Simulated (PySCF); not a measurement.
Molecule: SMILES C[SiH](C)/C=C/[SiH2]C (C₅H₁₄Si₂). Atoms near the plane z = 1.5 Å, at the GFN2-xTB optimised geometry (x, y, z in Å): Si1 (0.1, -0.8, 0.0), C2 (-0.5, 1.0, 0.0), H8 (1.6, -0.8, 0.0), H9 (-0.4, -1.5, 1.2), H11 (-1.6, 1.0, 0.0), H12 (-0.2, 1.5, 0.9).

Method: PySCF with PBE0/def2-SVP. The values are rescaled to run from 0 to 1.

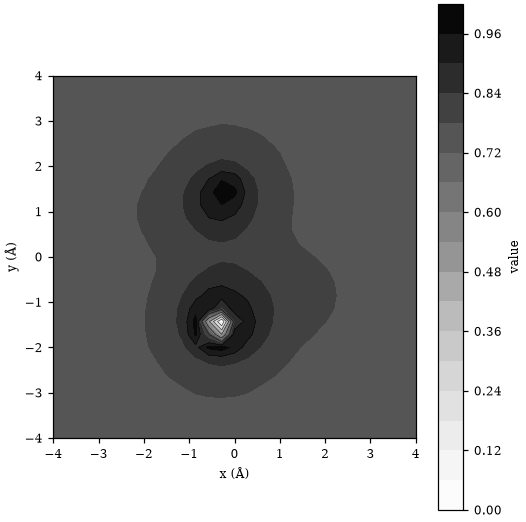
a field on the plane z = 1.5 Å.

Task: Which quantity is mapped?
A) electron localisation function
B) electrostatic potential
C) log10 of the electron density
D) Laplacian of the electron density

Result: D, Laplacian of the electron density. In full: Laplacian of the electron density (e/bohr⁵).
